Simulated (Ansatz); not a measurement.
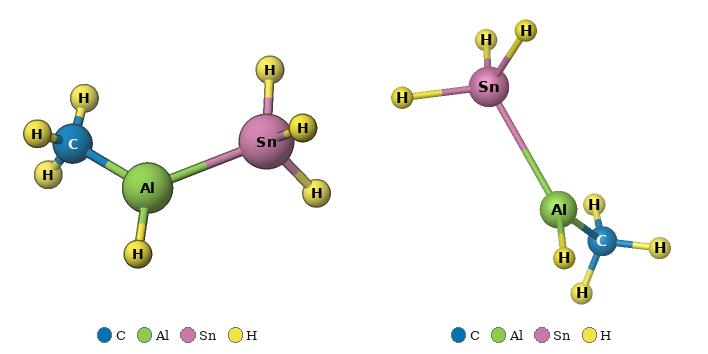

The same structure drawn twice, from different directions.

Question: Count the atoms of each element.

Answer: CH₇AlSn, 10 atoms: 1 carbon, 7 hydrogen, 1 aluminium and 1 tin.

Question: How many bonds of each kind are drawn?

Answer: 3 C–H, 3 Sn–H, 1 C–Al, 1 Al–Sn, 1 Al–H.

Question: What is its SMILES?

Answer: [CH3][AlH][SnH3]

The parts below concern this one geometry. Atoms keep their numbers from picture to picture. The computed structure is the end point of a PBE0-D4/def2-TZVP optimisation.

**Shape**

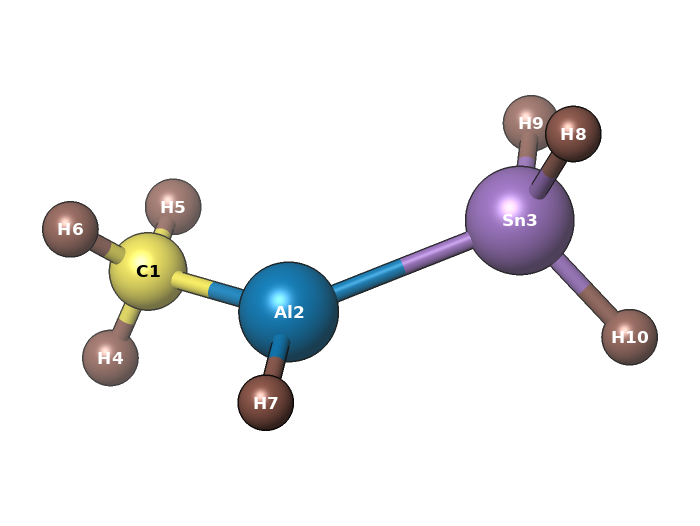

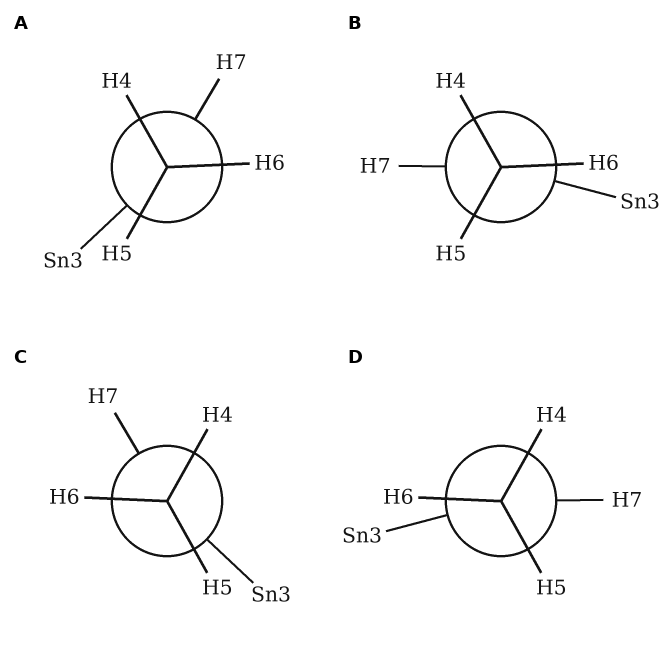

Distant atoms are faded towards the background colour. Bonds that would overlap in a projection are set slightly apart.

Question: Which Newman projection shows the view along C1–Al2, with C1 in front?

Answer: C. The torsion angle H4–C1–Al2–Sn3 is 120°, anticlinal.

**Vibrations**

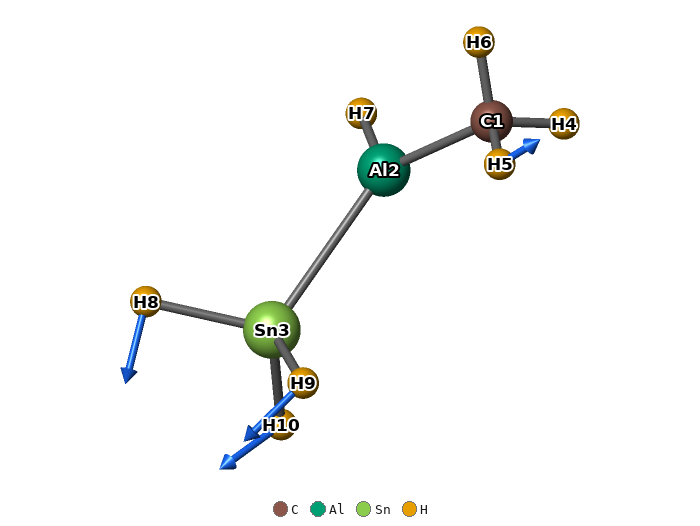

The arrows show one normal mode. Harmonic vibrations computed with RKS PBE0-D4/def2-TZVP, core potentials on Sn (Ansatz 0.2.0) at a stationary point of the same level.

Question: Describe the motion.

Answer: Mostly angle bending.

Question: At what wavenumber does it lie?

Answer: 679 cm⁻¹; it is mode 11 of 24 counted from the lowest.

**Dipole moment**

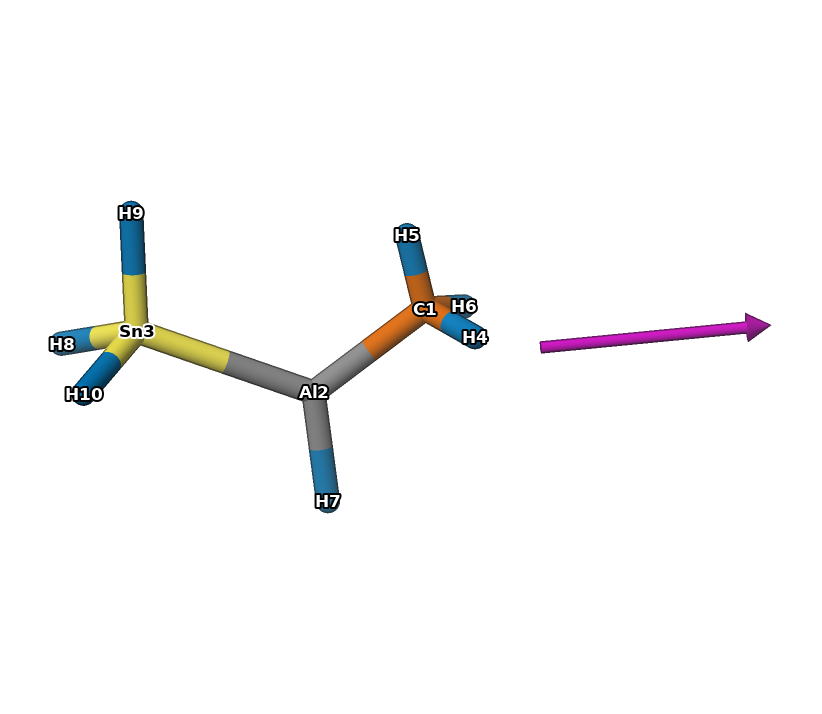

The arrow beside the molecule shows the direction of the dipole moment, from the negative to the positive end (its length means nothing). Level of theory: RKS PBE0-D4/def2-TZVP, core potentials on Sn (Ansatz 0.2.0).

Question: How large is the dipole moment?

Answer: 1.59 D; it points from the side of H8, H10 to the side of H4, H6 (the outermost atoms at the two ends).

**Charges**

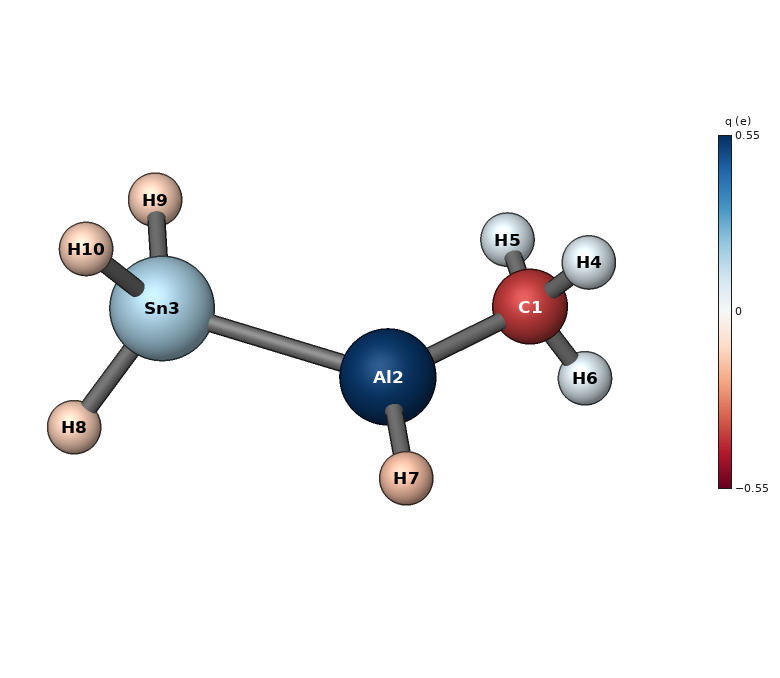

Atoms are coloured by their Mulliken charges. Level of theory: RKS r2SCAN-D4/def2-TZVPP, core potentials on Sn (Ansatz 0.2.0).

List the Mulliken charges.

```csv
atom,value (e)
C1,−0.38
Al2,0.54
Sn3,0.18
H4,0.07
H5,0.07
H6,0.07
H7,−0.16
H8,−0.13
H9,−0.13
H10,−0.13
```

Mulliken values depend strongly on the basis set and can even reverse the polarity of a bond.
